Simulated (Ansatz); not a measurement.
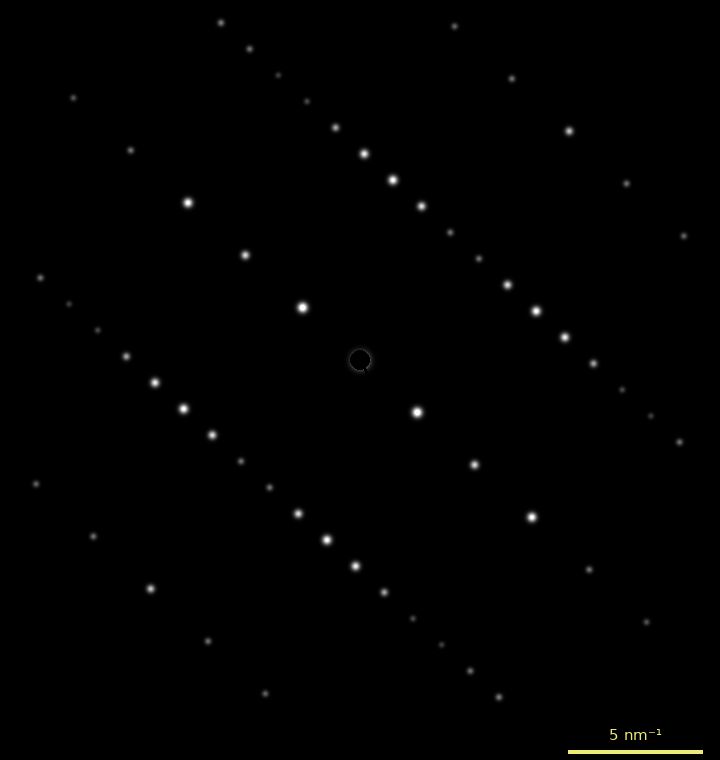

Simulated selected-area electron diffraction pattern (100 kV, kinematic approximation, thin crystal, B = 1 Å² for all atoms).

Phase: LaBRh, space group I4_1md (No. 109), a = 3.846 Å, c = 13.733 Å. Structure: coordinates from a relaxation (final pressure about 9.5 GPa) with DFT, PAW plane waves, r2scan+U, spin-orbit (Ansatz 0.2.0); the starting structure was generated, so it need not be a known form of this composition.

Q: Measure the pattern against the scale bar and name the zone.

A: The spots form a centred rectangular net whose two shortest vectors correspond to d = 6.87 Å and 1.71 Å, 82.9° apart. They index as 0 0 2 (itself extinct) and 1 -2 1, so the zone axis is [210] (or an equivalent direction of <210>).

Q: Which reflections of this zone are missing, and why?

A: The lattice centring (I) removes all reflections that break h + k + l = 2n; a screw axis and a glide plane both extinguish reflections such as 0 0 2, 0 0 6, 0 0 10; reflections such as 2 -4 -2, 2 -4 2, 2 -4 -6 are allowed by the space group but vanish because the atoms sit on special positions. In a thicker crystal double diffraction can put intensity into those places emptied by glide planes or screw axes that lie on the net of the visible spots, but never into those emptied by centring.

Q: List the strongest reflections.

A: Strongest reflections with d > 0.80 Å, one of each family (|F|² from tabulated Gaussian fits of the electron scattering factors, times a small damping for the curvature of the Ewald sphere):

| hkl | d (Å) | I (strongest = 100) |
| --- | --- | --- |
| 0 0 4 | 3.433 | 100 |
| 0 0 12 | 1.144 | 60 |
| 1 -2 5 | 1.458 | 57 |
| 1 -2 7 | 1.293 | 40 |
| 1 -2 3 | 1.610 | 30 |
| 0 0 8 | 1.717 | 28 |
